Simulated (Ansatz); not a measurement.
# C2H4FNS: harmonic frequencies at the relaxed geometry

At which frequencies does C2H4FNS vibrate? Wanted for C2H4FNS: harmonic frequencies at the relaxed geometry. SMILES: NC=C(F)S.

All numbers are computed with Ansatz 0.2.0, driven from Python. Level of theory: CAM-B3LYP/def2-SVP.

### Step 1. The system

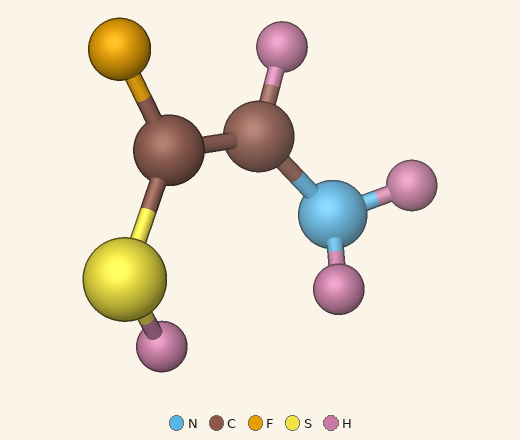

The structure that the script starts from, seen from a chosen angle (nitrogen blue, carbon brown, fluorine amber, sulfur yellow, hydrogen pink).

No structure file is read: the coordinates are typed or built in the script.

### Step 2. Script

File c2h4fns.py:

```python
"""Vibrations of C2H4FNS."""

import itertools

import ansatz as az
from ase.data import atomic_numbers, covalent_radii
import numpy as np
from rdkit import Chem
from rdkit.Chem import AllChem


def main() -> None:
    # start geometry from RDKit
    rd = Chem.AddHs(Chem.MolFromSmiles("NC=C(F)S"))
    AllChem.EmbedMolecule(rd, randomSeed=769)
    AllChem.UFFOptimizeMolecule(rd)
    system = az.Crystal.molecule()
    for atom, xyz in zip(rd.GetAtoms(), rd.GetConformer().GetPositions()):
        system = system.atom(atom.GetSymbol(), xyz.round(5).tolist())

    calculation = (
        system.calculation()
        .basis(gaussian="def2-SVP")
        .functional("cam_b3lyp")
    )
    symbols = [site.symbol for site in system.cartesian_sites]
    start = np.array([site.position_ang for site in system.cartesian_sites], dtype=float)
    report = calculation.relax(force_tolerance=0.003).run(threads=1).report
    end = np.array(report["positions_ang"])

    # pairs closer than 1.2 times the sum of covalent radii, before or after
    radius = [covalent_radii[atomic_numbers[s]] for s in symbols]
    span = lambda where, i, j: np.linalg.norm(where[i] - where[j])
    bonded = [(i, j) for i, j in itertools.combinations(range(len(symbols)), 2) if min(span(start, i, j), span(end, i, j)) < 1.2 * (radius[i] + radius[j])]
    print("pair        before    after (A)")
    for i, j in bonded:
        print(f"{symbols[i]}{i}-{symbols[j]}{j}".ljust(10), f"{span(start, i, j):8.4f} {span(end, i, j):8.4f}")

    # same settings at the minimum
    minimum = az.Crystal.molecule()
    for symbol, place in zip(symbols, end):
        minimum = minimum.atom(symbol, place.tolist())
    vibrating = minimum.calculation()
    vibrating = vibrating.basis(gaussian="def2-SVP")
    vibrating = vibrating.functional("cam_b3lyp")
    vibrating = vibrating.phonons(temperatures=(100, 500, 100))
    vib = vibrating.run(threads=1).report["vibrations"]
    sums = vib["harmonic_sums"]
    modes = [m["omega_inv_cm"] for m in sums["modes_at_gamma"] if m["rigid_motion"] == "no"]
    for number, w in enumerate(modes, start=1):
        print(f"mode {number:2d} {w:9.1f} 1/cm {w / 8065.544 * 1000:8.2f} meV")
    print("imaginary modes:", sum(w < 0 for w in modes), " zero-point energy:", round(sums["zero_point_energy_ev"], 4), "eV")
    print("T (K)   F_vib (eV)   S_vib (meV/K)   C_vib (meV/K)")
    for row in zip(sums["temperatures_k"], sums["vibrational_free_energy_ev"], vib["entropy_ev_per_k"], vib["heat_capacity_ev_per_k"]):
        print(f"{row[0]:6.1f} {row[1]:11.4f} {1000 * row[2]:13.4f} {1000 * row[3]:15.4f}")


if __name__ == "__main__":
    main()
```

### Step 3. The input behind the calls

The engine receives this input (first run):

```yaml
crystal:
  periodic: [false, false, false]
  atoms:
    - { symbol: "N", position_ang: [-0.92257, -1.0631, 0.16166] }
    - { symbol: C, position_ang: [-0.72281, 0.32076, -0.14024] }
    - { symbol: C, position_ang: [0.45126, 0.93653, 0.0274] }
    - { symbol: F, position_ang: [0.55507, 2.2518, -0.28466] }
    - { symbol: S, position_ang: [1.90742, 0.09574, 0.65293] }
    - { symbol: H, position_ang: [-1.86399, -1.48734, 0.00946] }
    - { symbol: H, position_ang: [-0.16138, -1.67443, 0.52994] }
    - { symbol: H, position_ang: [-1.5601, 0.89194, -0.52171] }
    - { symbol: H, position_ang: [2.3171, -0.27191, -0.64238] }
basis:
  gaussian:
    orbitals: def2-SVP
hamiltonian:
  xc: cam_b3lyp
relax:
  f_tol: 0.003
```

### Step 4. Launch

Started as:

```sh
> python c2h4fns.py
```

The program printed:

```text
pair        before    after (A)
N0-C1        1.4304   1.3766
N0-H5        1.0438   1.0123
N0-H6        1.0434   1.0153
C1-C2        1.3363   1.3399
C1-H7        1.0830   1.0940
C2-F3        1.3558   1.3487
C2-S4        1.7941   1.7568
S4-H8        1.4074   1.3544
mode  1     205.6 1/cm    25.49 meV
mode  2     234.7 1/cm    29.09 meV
mode  3     301.3 1/cm    37.35 meV
mode  4     360.4 1/cm    44.68 meV
mode  5     387.2 1/cm    48.01 meV
mode  6     434.6 1/cm    53.88 meV
mode  7     575.1 1/cm    71.30 meV
mode  8     616.2 1/cm    76.40 meV
mode  9     666.0 1/cm    82.57 meV
mode 10     926.1 1/cm   114.83 meV
mode 11     956.4 1/cm   118.57 meV
mode 12    1077.7 1/cm   133.62 meV
mode 13    1223.1 1/cm   151.65 meV
mode 14    1293.8 1/cm   160.41 meV
mode 15    1327.0 1/cm   164.53 meV
mode 16    1610.0 1/cm   199.62 meV
mode 17    1791.8 1/cm   222.15 meV
mode 18    2657.3 1/cm   329.47 meV
mode 19    3207.2 1/cm   397.64 meV
mode 20    3579.4 1/cm   443.79 meV
mode 21    3696.3 1/cm   458.28 meV
imaginary modes: 0  zero-point energy: 1.6817 eV
T (K)   F_vib (eV)   S_vib (meV/K)   C_vib (meV/K)
 100.0      1.6807        0.0447          0.1343
 200.0      1.6677        0.2265          0.4127
 300.0      1.6346        0.4368          0.6308
 400.0      1.5805        0.6431          0.8056
 500.0      1.5063        0.8385          0.9455
```

Wall time 3.7 min (1 thread of Arm Neoverse V1, shared host); peak memory 0.35 GiB.

### Step 5. What changed from run to run

The engine's inputs for the other runs:

Run 2, against run 1:

```diff
@@ -4,9 +4,9 @@
-    - { symbol: "N", position_ang: [-0.92257, -1.0631, 0.16166] }
-    - { symbol: C, position_ang: [-0.72281, 0.32076, -0.14024] }
-    - { symbol: C, position_ang: [0.45126, 0.93653, 0.0274] }
-    - { symbol: F, position_ang: [0.55507, 2.2518, -0.28466] }
-    - { symbol: S, position_ang: [1.90742, 0.09574, 0.65293] }
-    - { symbol: H, position_ang: [-1.86399, -1.48734, 0.00946] }
-    - { symbol: H, position_ang: [-0.16138, -1.67443, 0.52994] }
-    - { symbol: H, position_ang: [-1.5601, 0.89194, -0.52171] }
-    - { symbol: H, position_ang: [2.3171, -0.27191, -0.64238] }
+    - { symbol: "N", position_ang: [-0.9741660443813084, -1.1041960905132862, -0.02847871851979944] }
+    - { symbol: C, position_ang: [-0.7286780897558996, 0.24361731634035927, -0.16351986245672123] }
+    - { symbol: C, position_ang: [0.4496396557335846, 0.861027849560542, -0.002995190260834552] }
+    - { symbol: F, position_ang: [0.544580508233663, 2.177248715626925, -0.281232013041404] }
+    - { symbol: S, position_ang: [1.8992710575738938, 0.08997623179217325, 0.621906364221265] }
+    - { symbol: H, position_ang: [-1.9085215772400013, -1.3595823927953188, 0.26579266277203356] }
+    - { symbol: H, position_ang: [-0.23896148918075977, -1.6340740602602442, 0.4292939851765127] }
+    - { symbol: H, position_ang: [-1.5719251813697253, 0.8584341138859365, -0.49186239386163083] }
+    - { symbol: H, position_ang: [2.5287611603865527, -0.13246168363708724, -0.5565048340294214] }
@@ -18,2 +18,5 @@
-relax:
-  f_tol: 0.003
+phonons:
+  temperatures:
+    t_min: 100.0
+    t_max: 500.0
+    t_step: 100.0
```

Lines on the test bed's own set-up are left out of the output.

A comment line of the script is reworded here; the code is as run.

### Step 6. What each run gave

The 2 runs, in the order started:

| run | kind of run | energy from run 1 (eV) | SCF cycles in all | CPU time (s) |
| --- | --- | --- | --- | --- |
| 1 | relaxation | 0.0000 | 113 | 65 |
| 2 | phonons | 0.0000 | 342 | 160 |

### Step 7. Path of the relaxation of run 1

The steps of the relaxation:

| step | energy from step 1 (eV) | largest force component (eV/Å) |
| --- | --- | --- |
| 1 | 0.0000 | 2.6964 |
| 2 | -0.2199 | 1.2540 |
| 3 | -0.2526 | 0.3184 |
| 4 | -0.2678 | 0.1258 |
| 5 | -0.2747 | 0.3344 |
| 6 | -0.2816 | 0.1162 |
| 7 | -0.2905 | 0.1677 |
| 8 | -0.2936 | 0.0524 |
| 9 | -0.2941 | 0.0325 |
| 10 | -0.2942 | 0.0208 |
| 11 | -0.2942 | 0.0181 |
| 12 | -0.2942 | 0.0054 |
| 13 | -0.2942 | 0.0019 |

Step 1 is the start.

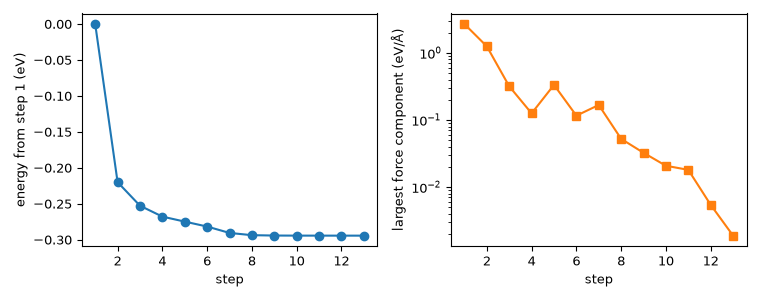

Energy and largest force along the relaxation.

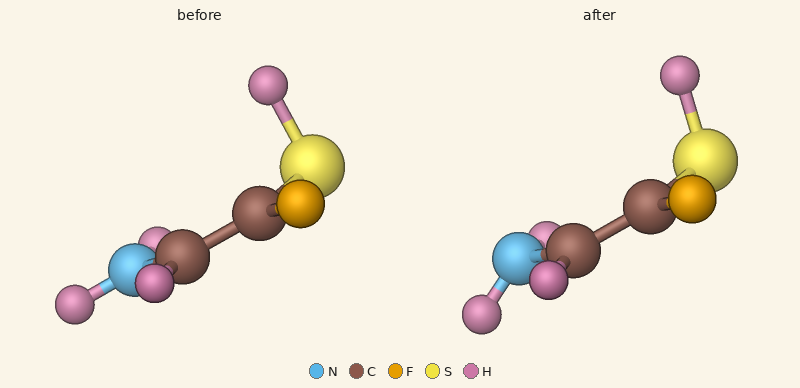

The structure before (left) and after (right) the relaxation, drawn at the same scale.

Before: Bond lengths: N1–C2 1.430 Å, C2–C3 1.336 Å, C3–F4 1.356 Å, C3–S5 1.794 Å, N1–H6 1.044 Å, N1–H7 1.043 Å, C2–H8 1.083 Å, S5–H9 1.407 Å. Angles: N1–C2–C3 122.8°, N1–C2–H8 118.5°, C3–C2–H8 118.7°, C2–N1–H6 119.2°, C2–N1–H7 122.6°, H6–N1–H7 118.1°, C2–C3–F4 119.0°, C2–C3–S5 122.7°, F4–C3–S5 118.2°, C3–S5–H9 92.2°.

After: Bond lengths: N1–C2 1.377 Å, C2–C3 1.340 Å, C3–F4 1.349 Å, C3–S5 1.757 Å, N1–H6 1.012 Å, N1–H7 1.015 Å, C2–H8 1.094 Å, S5–H9 1.354 Å. Angles: N1–C2–C3 126.6°, N1–C2–H8 116.2°, C3–C2–H8 117.1°, C2–N1–H6 116.1°, C2–N1–H7 115.2°, H6–N1–H7 113.9°, C2–C3–F4 119.1°, C2–C3–S5 124.5°, F4–C3–S5 116.3°, C3–S5–H9 98.4°.

### Step 8. Harmonic frequencies

Frequencies (cm⁻¹; negative: imaginary): 206, 235, 301, 360, 387, 435, 575, 616, 666, 926, 956, 1078, 1223, 1294, 1327, 1610, 1792, 2657, 3207, 3579, 3696.

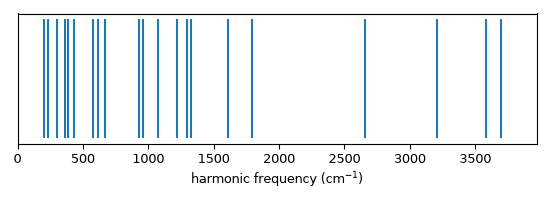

The harmonic frequencies as lines of equal height (no intensities).

### Step 9. Results

| quantity | value |
| --- | --- |
| runs compared | 2 |
| moves of the relaxation of run 1 | 12 |
| energy gained in run 1 | 0.294 eV |
| last largest force component of run 1 | 0.0019 eV/Å |
| highest frequency | 3696 cm⁻¹ |
| imaginary modes | 0 |
| zero-point energy | 1.682 eV |

Run 1: After 12 moves the largest shift is 0.290 Å, of atom 6 (H). All frequencies are real, so the geometry is a minimum. The values are harmonic; measured fundamentals also hold anharmonic shifts, mostly downward for stretches. The frequencies are harmonic and unscaled, in a modest basis. The result belongs to the one conformer reached from this start, and soft torsions count as harmonic oscillators.
